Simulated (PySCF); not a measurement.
C6H14BNSi (SMILES C=CN([SiH3])B(C)C1CC1)

The calculation's input:

```
{"job": {"kind": "nmr", "xc": "PBE0", "basis": "pcSseg-1"}, "charge": 0, "multiplicity": 1}
C     -2.689380     1.396558     0.640444
C     -1.604677     1.001436    -0.005718
N     -1.059938    -0.292507     0.027733
Si    -2.196773    -1.634931    -0.010389
B      0.350455    -0.422400     0.110512
C      1.051023    -1.843883     0.142379
C      1.238109     0.876604     0.204437
C      2.742875     0.846549     0.141517
C      1.975910     1.400416    -1.010283
H     -3.247201     0.738236     1.284160
H     -3.045340     2.407214     0.551061
H     -1.054441     1.701774    -0.621798
H     -1.703858    -2.647222    -0.944926
H     -3.458647    -1.101387    -0.519802
H     -2.346551    -2.192028     1.338272
H      1.617115    -2.011552    -0.773765
H      1.768857    -1.900798     0.959326
H      0.364114    -2.677706     0.254561
H      0.842895     1.667993     0.837011
H      3.294856     1.533317     0.766577
H      3.232422    -0.106111     0.012842
H      1.929628     0.819959    -1.920113
H      1.993795     2.467455    -1.181026
```

Launched as:

```sh
OMP_NUM_THREADS=1 python probes_run.py task.json out
```

Geometry: GFN2-xTB.

The calculation used PBE0/pcSseg-1, SCF density, gas phase, non-relativistic in PySCF 2.14.0.

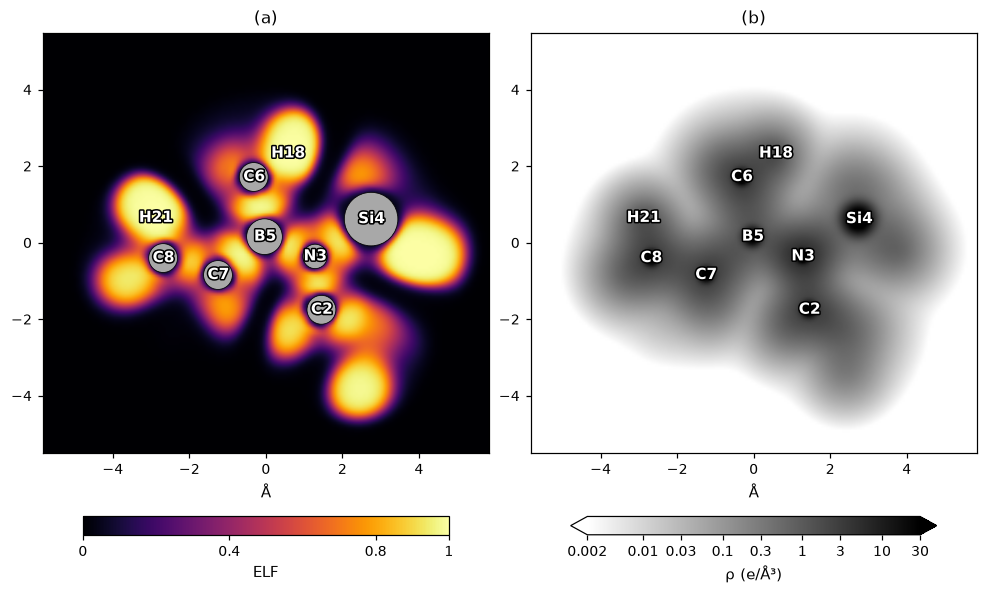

Figure 1. (a) electron localisation function; (b) electron density on the plane of atoms C2, N3 and Si4. Grey discs cover the atomic cores in the ELF map.

Question: What do the fields say about this system?

Answer:
- The section cuts through C, N, Si, B and H sites.
- C–N (1.40 Å): the density is about 2.1 e/Å³ at the midpoint; the ELF peaks at about 0.90 between the atoms (a covalent bond).
- B–N (1.42 Å): ρ is about 1.8 e/Å³ halfway; the ELF peaks at about 0.95 between the atoms; a short, strongly polar bond.
- C–B (1.58 Å): the density is about 1.4 e/Å³ at the midpoint; the ELF peaks at about 1 between the atoms: a covalent bond.
- Si–N (1.76 Å): the density is about 1 e/Å³ at the midpoint; the ELF peaks at about 0.90 between the atoms; a shared but strongly polarised pair.
- C–H (1.09 Å): ρ at the midpoint is about 1.9 e/Å³; the ELF climbs to about 1 towards the hydrogen, as it does in any bond to H (a covalent bond by its length).

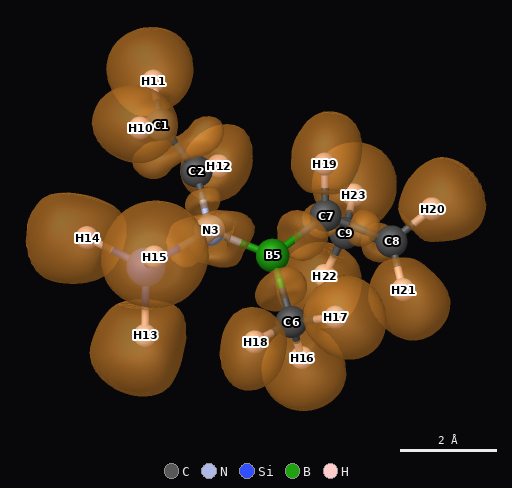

Figure 2. Isosurface of the electron localisation function at 0.8 (orange), seen at a tilt. Core shells and regions of very low density are left out.

Question: Where are the electrons localised?

Answer: The ELF exceeds this value in two regions between bonded B–C atoms (shared pairs), four regions between bonded C–C atoms (shared pairs), one region between bonded C–N atoms (shared pairs), 14 regions around hydrogen nuclei and one region on N in which the atom's valence shell and bonds are merged.


C–C (1.32 Å): the ELF peaks at about 0.95 between the atoms (a multiple bond).

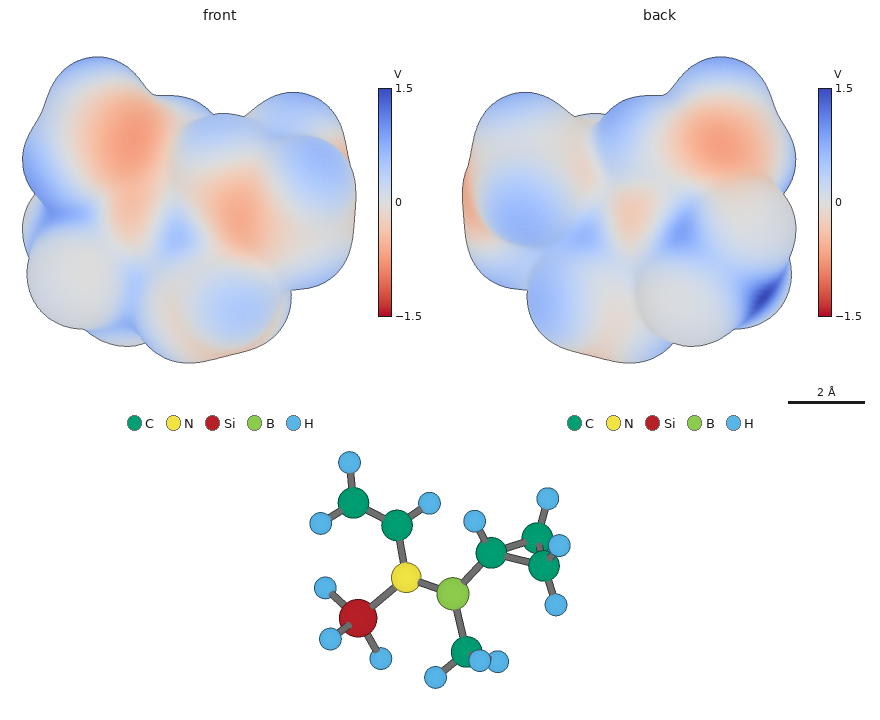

Figure 3. The electrostatic potential painted on the density surface at 0.002 e/bohr³, seen from the front and from behind; red is negative and blue positive. The bare structure is drawn below in the same view.

Question: Where is the surface potential most negative and most positive?

Answer: The most negative region (about −0.7 V) lies over the π face of C1 and C2, the most positive (about +1.3 V) over Si4.
